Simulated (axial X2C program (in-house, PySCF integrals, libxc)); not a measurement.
# MoO⁺: from the state search to constants

What are the state, bond length, wavenumber and bond energy of MoO⁺, and what does spin–orbit coupling change?

Computed with an in-house X2C program for linear molecules on PySCF integrals. Level: all-electron X2C, Mo dyall-v3z, O dyall-v3z.

All values are calculated.

### Step 1. Set-up

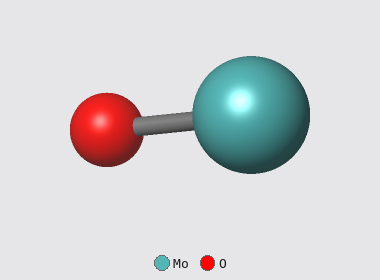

The two atoms at 1.780 Å (molybdenum teal, oxygen red).

File task.json:

```json
{"zs": [42, 8], "q": 1, "bas": ["dyall-v3z", "dyall-v3z"], "levels": ["PBE0", "HF", "TPSS", "PBE50"], "cc": false, "r0": 1.78, "npts": 10, "nst": 2, "ntry": 6}
```

Keys: zs atomic numbers; q charge; bas basis sets; levels methods (HF also brings MP2); cc coupled cluster on or off; r0 starting distance in Å; npts points asked for on the curve; nst determinants followed; ntry starts of the search.

Launch:

```
python so2c.py task.json out
```

Spin-free means the one-electron spin-free X2C Hamiltonian; two-component (2c) means X2C with spin–orbit coupling and atomic mean-field two-electron Coulomb and Gaunt terms. Basis: Mo dyall-v3z contracted to [11s12p9d3f2g], O dyall-v3z contracted to [6s5p2d1f]; Gaussian nuclei, density fitting. Masses: Mo 97.905 u, O 15.995 u.

Notation: σ, π±, δ± give the projection m of an orbital's angular momentum (0, ±1, ±2), α and β its spin, Λ and M_S the sums; ω is the projection of a spinor's total angular momentum and Ω the sum. Logs are in hartree.

The results follow Hamiltonian by Hamiltonian and level by level.

### Step 2. Search for the lowest determinant

PBE0 moves the distance from 1.780 Å to 1.620 Å and compares determinants there.

Spin-free determinants:

```csv
ΔE (eV),state,open shells
0.00,"M_S = 3/2, Λ = 0","beyond closed shells: σα, δ+α, δ-α"
0.49,"M_S = 3/2, Λ = 1","beyond closed shells: π+α, δ+α, δ-α"
0.51,"M_S = 1/2, Λ = 2","beyond closed shells: δ+α, δ+β, δ-α"
1.14,"M_S = 1/2, Λ = 0","beyond closed shells: σβ, δ+α, δ-α"
1.21,"M_S = 1/2, Λ = 1","beyond closed shells: π+β, δ+α, δ-α"
1.56,"M_S = 1/2, Λ = 0","beyond closed shells: σα, δ+β, δ-α"
1.56,"M_S = 1/2, Λ = 4","beyond closed shells: σα, δ+α, δ+β"
```

Two-component determinants:

```tsv
ΔE (eV)	state	open shells
0.00	Ω = 3/2	excess of +ω over −ω: ω = 1/2, ω = -3/2, ω = 5/2
0.41	Ω = 5/2	excess of +ω over −ω: ω = 5/2
0.44	Ω = 1/2	excess of +ω over −ω: ω = -1/2, ω = -3/2, ω = 5/2
0.58	Ω = 3/2	excess of +ω over −ω: ω = 3/2
1.26	Ω = 1/2	excess of +ω over −ω: 2 × ω = 3/2, ω = -5/2
1.38	Ω = 1/2	excess of +ω over −ω: ω = 1/2
1.55	Ω = 9/2	excess of +ω over −ω: ω = 1/2, ω = 3/2, ω = 5/2
```

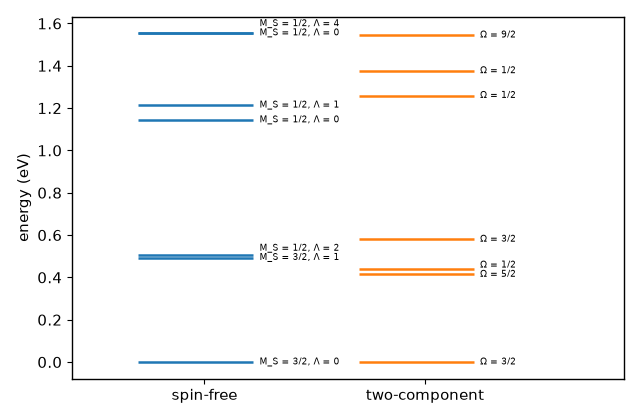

The determinants found, each set from its own lowest.

### Step 3. PBE0, spin-free

State followed: M_S = 3/2, Λ = 0 (beyond closed shells: σα, δ+α, δ-α). The scan is laid around 1.620 Å, a first estimate of the minimum, and this SCF restarts from the orbitals of the search.

Output at 1.620 Å:

```text
spin-free X2C-1e  PBE0
basis functions 169  fitting functions 922  grid points 5076
iter        total energy     max residual
   1      -4123.076372481     7.05e-05
   2      -4123.076372535     3.16e-05
   3      -4123.076372545     2.18e-05
   4      -4123.076372547     9.92e-06
converged
one-electron -5889.79708731  Coulomb 1789.65467531  exact exchange -32.61451501  xc functional -100.07471891  nuclear repulsion 109.75527338
```

Along the bond, energies from the lowest point:

```
R (Å)  E (eV)  μ (D)  HOMO (eV)  LUMO (eV)  iterations
1.409  1.8264  -2.02     -12.19      -9.28          38
1.474  0.7508  -2.56     -12.38      -9.32          34
1.523  0.2900  -2.93     -12.52      -9.56          33
1.571  0.0567  -3.28     -12.64      -9.78          31
1.620  0.0000  -3.60     -12.76      -9.97           4
1.677  0.0998  -3.91     -12.88     -10.15          35
1.733  0.3226  -4.16     -12.99     -10.29          26
1.806  0.7083  -4.32     -13.08     -10.37          27
1.895  1.2220  -4.31     -13.14     -10.37          26
2.025  1.9220  -4.04     -13.14     -10.30          26
```

Dipoles are positive if O is the positive end and refer to the centre of mass.

Outer orbitals at the reference distance:

| symmetry | occupied | ε (eV) | atomic character |
| --- | --- | --- | --- |
| σβ | yes | -33.44 | 65% O s, 14% Mo d, 10% Mo p |
| σα | yes | -33.00 | 64% O s, 15% Mo d, 10% Mo p |
| σα | yes | -18.96 | 57% O p, 32% Mo d, 5% O s |
| π+β | yes | -18.54 | 68% O p, 24% Mo d, 3% Mo f |
| π-β | yes | -18.54 | 68% O p, 24% Mo d, 3% Mo f |
| σβ | yes | -18.53 | 66% O p, 24% Mo d, 4% O s |
| π-α | yes | -18.36 | 56% O p, 38% Mo d, 2% Mo f |
| π+α | yes | -18.36 | 56% O p, 38% Mo d, 2% Mo f |
| δ-α | yes | -15.23 | 100% Mo d |
| δ+α | yes | -15.23 | 100% Mo d |
| σα | yes | -12.76 | 58% Mo s, 23% Mo d, 16% O p |
| π+α | no | -9.97 | 56% Mo d, 25% O p, 12% Mo p |
| π-α | no | -9.97 | 56% Mo d, 25% O p, 12% Mo p |
| δ-β | no | -9.26 | 100% Mo d |
| δ+β | no | -9.26 | 100% Mo d |

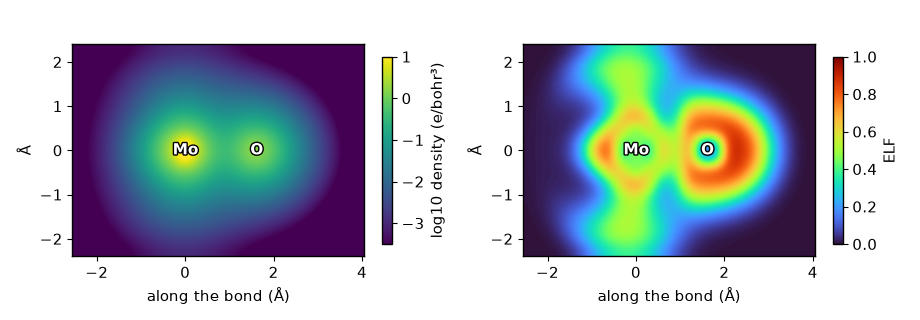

PBE0 fields in a plane through the axis, from a grid of 0.3 Å; Mo lies at z = 0 and O at z = 1.620 Å; the ELF is damped to zero where the density is low.

Re = 1.614 Å, ωe = 1076 cm⁻¹, ωexe = 7.11 cm⁻¹, Be = 0.4707 cm⁻¹, De = 4.67 eV, μ = -3.56 D.

### Step 4. HF, spin-free

The SCF at the reference distance of 1.620 Å:

```text
spin-free X2C-1e  HF
basis functions 169  fitting functions 922  grid points 5076
iter        total energy     max residual
   1      -4120.845198674     3.91e-01
   2      -4120.871299099     2.52e-02
   3      -4120.874629914     1.15e-01
   4      -4120.878856996     1.20e-02
   5      -4120.880035040     1.02e-02
   6      -4120.883287541     5.04e-02
   7      -4120.884208973     2.68e-02
   8      -4120.884955222     9.53e-03
   9      -4120.885005933     3.65e-03
  10      -4120.885033371     8.04e-04
  11      -4120.885036045     6.67e-04
  12      -4120.885036627     1.24e-04
  13      -4120.885036785     6.17e-05
  14      -4120.885036813     4.09e-05
  15      -4120.885036821     1.46e-05
  16      -4120.885036824     6.71e-06
  17      -4120.885036825     4.84e-06
  18      -4120.885036825     1.48e-06
converged
one-electron -5889.01282207  Coulomb 1788.98298458  exact exchange -130.61047271  xc functional 0.00000000  nuclear repulsion 109.75527338
```

No constants are quoted: the lowest point is the long end of the scan.

### Step 5. TPSS, spin-free

The SCF at the reference distance of 1.620 Å:

```text
spin-free X2C-1e  TPSS
basis functions 169  fitting functions 922  grid points 5076
iter        total energy     max residual
   1      -4123.345489272     5.39e-02
   2      -4123.345976979     2.61e-02
   3      -4123.347573317     1.77e-02
   4      -4123.348200664     4.10e-03
   5      -4123.348325903     6.60e-04
   6      -4123.348329919     5.67e-04
   7      -4123.348331847     2.26e-04
   8      -4123.348331983     9.05e-05
   9      -4123.348332055     3.67e-05
  10      -4123.348332057     1.56e-05
converged
one-electron -5889.66006527  Coulomb 1789.50054746  exact exchange 0.00000000  xc functional -132.94408762  nuclear repulsion 109.75527338
```

Re = 1.640 Å, ωe = 1027 cm⁻¹, ωexe = 4.72 cm⁻¹, Be = 0.4561 cm⁻¹, De = 5.52 eV, μ = -3.41 D.

### Step 6. PBE50, spin-free

Output at 1.620 Å:

```text
spin-free X2C-1e  PBE50
basis functions 169  fitting functions 922  grid points 5076
iter        total energy     max residual
   1      -4123.116828688     1.31e-01
   2      -4123.119287434     1.88e-02
   3      -4123.120578179     2.62e-02
   4      -4123.120984297     2.07e-03
   5      -4123.121043077     1.73e-03
   6      -4123.121110678     8.77e-04
   7      -4123.121120647     3.62e-04
   8      -4123.121122828     1.76e-04
   9      -4123.121123228     7.67e-05
  10      -4123.121123301     2.27e-05
  11      -4123.121123309     1.54e-05
converged
one-electron -5889.78574487  Coulomb 1789.67657454  exact exchange -65.25570265  xc functional -67.51152371  nuclear repulsion 109.75527338
```

Re = 1.599 Å, ωe = 1077 cm⁻¹, ωexe = 13.4 cm⁻¹, Be = 0.4793 cm⁻¹, De = 3.46 eV, μ = -3.94 D.

### Step 7. MP2, spin-free

Correlated methods: 19 electrons correlated (frozen shells, counted by type: Mo 3 s, 2 p, 1 d; O 1 s), 247 virtual spinors in MP2.

MP2: No constants are quoted: the reference is strongly spin-contaminated.

### Step 8. A higher determinant, spin-free

State: M_S = 3/2, Λ = 1 (beyond closed shells: π+α, δ+α, δ-α).

Output at the reference distance:

```text
spin-free X2C-1e  PBE0
basis functions 169  fitting functions 922  grid points 5076
iter        total energy     max residual
   1      -4123.058229391     8.69e-05
   2      -4123.058229470     1.02e-04
   3      -4123.058229495     1.24e-04
   4      -4123.058229544     5.25e-05
   5      -4123.058229584     1.12e-05
   6      -4123.058229585     3.88e-06
converged
one-electron -5892.80759093  Coulomb 1792.81727103  exact exchange -32.65084091  xc functional -100.17234215  nuclear repulsion 109.75527338
```

```
R (Å)  E above the lowest PBE0 point (eV)
1.409                               3.011
1.474                               1.685
1.523                               1.057
1.571                               0.676
1.620                               0.494
1.677                               0.475
1.733                               0.613
1.806                               0.939
1.895                               1.433
```

Re = 1.653 Å, ωe = 1045 cm⁻¹, ωexe = 5.58 cm⁻¹, Be = 0.4485 cm⁻¹, μ = -4.28 D. Te = 0.46 eV.

### Step 9. The spin-free curves together

Energy (eV) of the followed determinant, spin-free, from each level's lowest point:

```
R (Å)   PBE0     HF  MP2 (spin-contaminated)   TPSS  PBE50
1.409  1.826  2.143                    1.683  2.170  1.578
1.474  0.751  1.168                    0.504  0.983  0.593
1.523  0.290  0.754                    0.049  0.441  0.193
1.571  0.057  0.522                    0.000  0.130  0.013
1.620  0.000  0.388                    0.360  0.000  0.000
1.677  0.100  0.276                    1.007  0.024  0.131
1.733  0.323  0.186                    1.632  0.186  0.350
1.806  0.708  0.098                    2.297  0.531  0.675
1.895  1.222  0.032                    2.924  1.062  1.068
2.025  1.922  0.000                    3.574  1.862  1.584
```

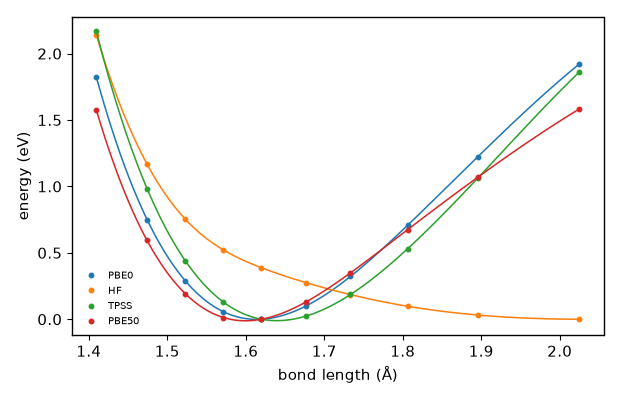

Curves of the followed state, spin-free, each from its own lowest point. Left out: MP2.

### Step 10. PBE0, 2c

State followed: Ω = 3/2 (excess of +ω over −ω: ω = 1/2, ω = -3/2, ω = 5/2). The scan is laid around 1.620 Å, a first estimate of the minimum, and this SCF restarts from the orbitals of the search.

The SCF at the reference distance of 1.620 Å:

```text
two-component X2C + atomic mean field  PBE0
basis functions 169  fitting functions 922  grid points 5076
iter        total energy     max residual
   1      -4121.467394173     6.53e-05
   2      -4121.467394176     9.42e-06
converged
one-electron -5885.51118665  Coulomb 1788.82045671  exact exchange -32.59949775  xc functional -100.02935537  nuclear repulsion 109.75527338  atomic mean-field constant -1.90308449
```

Along the bond, energies from the lowest point:

```
R (Å)  E (eV)  μ (D)  HOMO (eV)  LUMO (eV)  iterations
1.409  1.8291  -2.01     -12.19      -9.37          41
1.474  0.7531  -2.55     -12.38      -9.41          36
1.523  0.2917  -2.93     -12.51      -9.62          35
1.571  0.0576  -3.28     -12.64      -9.83          39
1.620  0.0000  -3.59     -12.76     -10.02           2
1.677  0.0986  -3.91     -12.88     -10.20          36
1.733  0.3202  -4.16     -12.99     -10.33          27
1.806  0.7044  -4.32     -13.08     -10.41          28
1.895  1.2167  -4.30     -13.14     -10.40          27
2.025  1.9150  -4.04     -13.14     -10.31          27
```

Dipoles are positive if O is the positive end and refer to the centre of mass.

Outer spinors at the reference distance:

```json
{"ω": "-1/2", "occupied": "yes", "ε (eV)": "-33.43", "atomic character": "65% O s, 14% Mo d, 10% Mo p", "λ mixture": "100% σ"}
{"ω": "1/2", "occupied": "yes", "ε (eV)": "-32.99", "atomic character": "64% O s, 15% Mo d, 10% Mo p", "λ mixture": "100% σ"}
{"ω": "1/2", "occupied": "yes", "ε (eV)": "-18.96", "atomic character": "57% O p, 32% Mo d, 5% O s", "λ mixture": "99% σ, 1% π"}
{"ω": "1/2", "occupied": "yes", "ε (eV)": "-18.56", "atomic character": "68% O p, 24% Mo d, 3% Mo f", "λ mixture": "99% π, 1% σ"}
{"ω": "-1/2", "occupied": "yes", "ε (eV)": "-18.53", "atomic character": "65% O p, 24% Mo d, 4% O s", "λ mixture": "98% σ, 2% π"}
{"ω": "-3/2", "occupied": "yes", "ε (eV)": "-18.52", "atomic character": "68% O p, 24% Mo d, 3% Mo f", "λ mixture": "100% π"}
{"ω": "-1/2", "occupied": "yes", "ε (eV)": "-18.37", "atomic character": "56% O p, 37% Mo d, 2% Mo f", "λ mixture": "98% π, 2% σ"}
{"ω": "3/2", "occupied": "yes", "ε (eV)": "-18.34", "atomic character": "56% O p, 38% Mo d, 3% Mo f", "λ mixture": "100% π"}
{"ω": "-3/2", "occupied": "yes", "ε (eV)": "-15.32", "atomic character": "100% Mo d", "λ mixture": "100% δ"}
{"ω": "5/2", "occupied": "yes", "ε (eV)": "-15.13", "atomic character": "100% Mo d", "λ mixture": "100% δ"}
{"ω": "1/2", "occupied": "yes", "ε (eV)": "-12.76", "atomic character": "57% Mo s, 23% Mo d, 16% O p", "λ mixture": "100% σ"}
{"ω": "-1/2", "occupied": "no", "ε (eV)": "-10.02", "atomic character": "56% Mo d, 25% O p, 12% Mo p", "λ mixture": "100% π"}
{"ω": "3/2", "occupied": "no", "ε (eV)": "-9.93", "atomic character": "57% Mo d, 25% O p, 11% Mo p", "λ mixture": "99% π, 1% δ"}
{"ω": "3/2", "occupied": "no", "ε (eV)": "-9.34", "atomic character": "99% Mo d", "λ mixture": "99% δ, 1% π"}
{"ω": "-5/2", "occupied": "no", "ε (eV)": "-9.19", "atomic character": "100% Mo d", "λ mixture": "100% δ"}
```

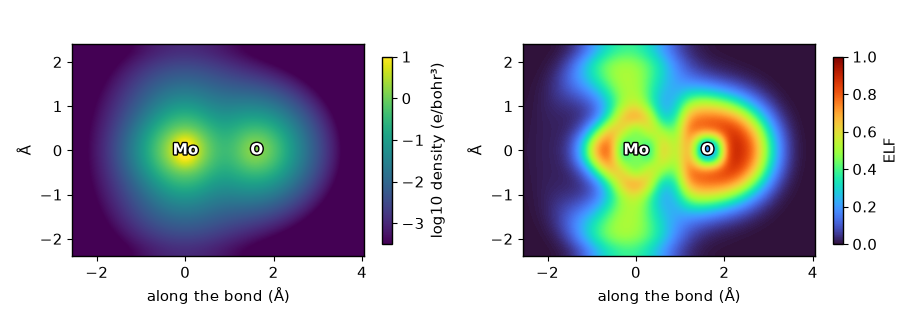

PBE0 fields in a plane through the axis, from a grid of 0.3 Å; Mo lies at z = 0 and O at z = 1.620 Å; the ELF is damped to zero where the density is low.

Re = 1.614 Å, ωe = 1074 cm⁻¹, ωexe = 7.11 cm⁻¹, Be = 0.4705 cm⁻¹, De = 4.66 eV, μ = -3.56 D.

### Step 11. HF, 2c

The SCF at the reference distance of 1.620 Å:

```text
two-component X2C + atomic mean field  HF
basis functions 169  fitting functions 922  grid points 5076
iter        total energy     max residual
   1      -4119.236532057     3.90e-01
   2      -4119.262645120     2.54e-02
   3      -4119.265970423     1.15e-01
   4      -4119.270195728     1.20e-02
   5      -4119.271374148     1.02e-02
   6      -4119.274611794     5.01e-02
   7      -4119.275528710     2.67e-02
   8      -4119.276271788     9.60e-03
   9      -4119.276323440     3.70e-03
  10      -4119.276352508     8.93e-04
  11      -4119.276355855     7.66e-04
  12      -4119.276357069     1.46e-04
  13      -4119.276357821     2.14e-04
  14      -4119.276358270     2.53e-04
  15      -4119.276358618     1.25e-04
  16      -4119.276358821     7.35e-05
  17      -4119.276358929     6.25e-05
  18      -4119.276358996     5.59e-05
  19      -4119.276359056     4.88e-05
  20      -4119.276359108     4.52e-05
  21      -4119.276359141     2.88e-05
  22      -4119.276359154     1.91e-05
  23      -4119.276359158     1.10e-05
  24      -4119.276359160     4.68e-06
  25      -4119.276359161     3.73e-06
  26      -4119.276359161     1.16e-06
converged
one-electron -5884.72690766  Coulomb 1788.14866531  exact exchange -130.55030569  xc functional 0.00000000  nuclear repulsion 109.75527338  atomic mean-field constant -1.90308449
```

No constants are quoted: the lowest point is the long end of the scan.

### Step 12. TPSS, 2c

Output at 1.620 Å:

```text
two-component X2C + atomic mean field  TPSS
basis functions 169  fitting functions 922  grid points 5076
iter        total energy     max residual
   1      -4121.735658825     5.39e-02
   2      -4121.736160096     2.56e-02
   3      -4121.737753549     1.76e-02
   4      -4121.738377441     4.09e-03
   5      -4121.738502387     6.71e-04
   6      -4121.738506479     5.73e-04
   7      -4121.738508479     2.31e-04
   8      -4121.738508619     9.27e-05
   9      -4121.738508693     3.64e-05
  10      -4121.738508696     1.66e-05
converged
one-electron -5885.36966975  Coulomb 1788.66169952  exact exchange 0.00000000  xc functional -132.88272735  nuclear repulsion 109.75527338  atomic mean-field constant -1.90308449
```

Re = 1.640 Å, ωe = 1026 cm⁻¹, ωexe = 4.72 cm⁻¹, Be = 0.4559 cm⁻¹, De = 5.51 eV, μ = -3.41 D.

### Step 13. PBE50, 2c

The SCF at the reference distance of 1.620 Å:

```text
two-component X2C + atomic mean field  PBE50
basis functions 169  fitting functions 922  grid points 5076
iter        total energy     max residual
   1      -4121.507959445     1.30e-01
   2      -4121.510424753     1.88e-02
   3      -4121.511713125     2.61e-02
   4      -4121.512118522     2.06e-03
   5      -4121.512177746     1.72e-03
   6      -4121.512245878     8.30e-04
   7      -4121.512255541     3.55e-04
   8      -4121.512257674     1.72e-04
   9      -4121.512258063     7.20e-05
  10      -4121.512258135     1.99e-05
  11      -4121.512258143     1.39e-05
converged
one-electron -5885.50281943  Coulomb 1788.84537478  exact exchange -65.22568970  xc functional -67.48131267  nuclear repulsion 109.75527338  atomic mean-field constant -1.90308449
```

Re = 1.600 Å, ωe = 1075 cm⁻¹, ωexe = 13.4 cm⁻¹, Be = 0.4791 cm⁻¹, De = 3.44 eV, μ = -3.94 D.

### Step 14. MP2, 2c

Correlated methods: 19 electrons correlated (frozen shells, counted by type: Mo 3 s, 2 p, 1 d; O 1 s), 247 virtual spinors in MP2.

MP2: No constants are quoted: the reference is strongly spin-contaminated.

### Step 15. A higher determinant, 2c

State: Ω = 5/2 (excess of +ω over −ω: ω = 5/2).

Output at the reference distance:

```text
two-component X2C + atomic mean field  PBE0
basis functions 169  fitting functions 922  grid points 5076
iter        total energy     max residual
   1      -4121.452169435     6.77e-05
   2      -4121.452169488     4.79e-05
   3      -4121.452169502     3.09e-05
   4      -4121.452169509     3.89e-05
   5      -4121.452169517     6.80e-06
converged
one-electron -5888.66750885  Coulomb 1792.05410112  exact exchange -32.61268744  xc functional -100.07826323  nuclear repulsion 109.75527338  atomic mean-field constant -1.90308449
```

```
R (Å)  E above the lowest PBE0 point (eV)
1.409                               1.955
1.474                               0.968
1.523                               0.571
1.571                               0.403
1.620                               0.414
1.677                               0.598
1.733                               0.645
1.806                               0.968
1.895                               1.457
```

No constants are quoted: the points don't follow one smooth fit.

### Step 16. The 2c curves together

Energy (eV) of the followed determinant, 2c, from each level's lowest point:

```
R (Å)   PBE0     HF  MP2 (spin-contaminated)   TPSS  PBE50
1.409  1.829  2.152                    1.686  2.173  1.582
1.474  0.753  1.176                    0.506  0.986  0.596
1.523  0.292  0.762                    0.050  0.443  0.195
1.571  0.058  0.530                    0.000  0.131  0.014
1.620  0.000  0.394                    0.358  0.000  0.000
1.677  0.099  0.281                    1.007  0.023  0.129
1.733  0.320  0.190                    1.623  0.184  0.347
1.806  0.704  0.101                    2.289  0.528  0.671
1.895  1.217  0.034                    2.916  1.057  1.063
2.025  1.915  0.000                    3.564  1.855  1.576
```

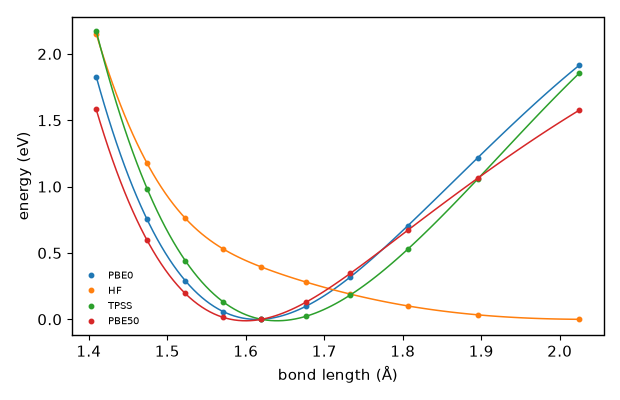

Curves of the followed state, 2c, each from its own lowest point. Left out: MP2.

The whole job took 5.2 min on 1 thread of Arm Neoverse N1, shared host; peak memory 0.34 GiB.

### Step 17. Results

Lowest determinant that the search found at its distance, spin-free: M_S = 3/2, Λ = 0 (beyond closed shells: σα, δ+α, δ-α).

Lowest determinant that the search found at its distance, 2c: Ω = 3/2 (excess of +ω over −ω: ω = 1/2, ω = -3/2, ω = 5/2).

| Hamiltonian | level | Re (Å) | ωe (cm⁻¹) | De (eV) | μ (D) |
| --- | --- | --- | --- | --- | --- |
| spin-free | PBE0 | 1.614 | 1076 | 4.67 | -3.56 |
| spin-free | TPSS | 1.640 | 1027 | 5.52 | -3.41 |
| spin-free | PBE50 | 1.599 | 1077 | 3.46 | -3.94 |
| 2c | PBE0 | 1.614 | 1074 | 4.66 | -3.56 |
| 2c | TPSS | 1.640 | 1026 | 5.51 | -3.41 |
| 2c | PBE50 | 1.600 | 1075 | 3.44 | -3.94 |

Dipoles are positive if O is the positive end and refer to the centre of mass. No constants: spin-free HF (the lowest point is the long end of the scan); spin-free MP2 (the reference is strongly spin-contaminated); 2c HF (the lowest point is the long end of the scan); 2c MP2 (the reference is strongly spin-contaminated).

Time per point (s) on 1 thread of Arm Neoverse N1, shared host (2c runs); the times are rough: PBE0 2.4, TPSS 2.7, PBE50 2.6.

**Reading.** At PBE0, going from spin-free to two-component changes Re by 0 mÅ, ωe by -0.1 %; the spin-free picture holds up (part of it comes from the scalar share of the two-electron terms). De moves by -0.01 eV; both De rest on single-determinant atoms, which can miss part of an open shell's spin–orbit lowering.

De refers to Mo+ + O, each in the lowest determinant found, which need not be this curve's own limit. The state is a single determinant with fixed occupations, the lowest that a limited PBE0 search found. Dissociation energies refer to the lowest single-determinant-based atoms at the same level and basis. Density functionals use the spin component along the axis (collinear). The meta-GGAs lack a current-density term, which matters for open shells with orbital currents, atoms included. With several unpaired electrons one determinant need not be a pure state. The spin-free determinant is spin-contaminated at some levels.
